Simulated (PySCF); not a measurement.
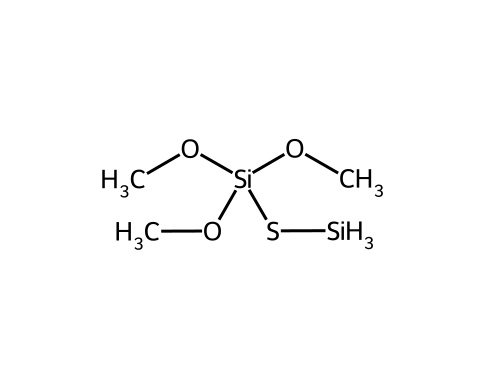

(Drawn from a calculation with PySCF.)

Skeletal drawing of a molecule.

Transcribe the drawing into SMILES.

Answer. CO[Si](OC)(OC)S[SiH3]

What is the molecular formula?

Answer. C3H12O3SSi2.

An optimisation with PBE0-D3(BJ)/def2-SVP gave a structure of which point group?

Answer. C1. Other conformers may differ.
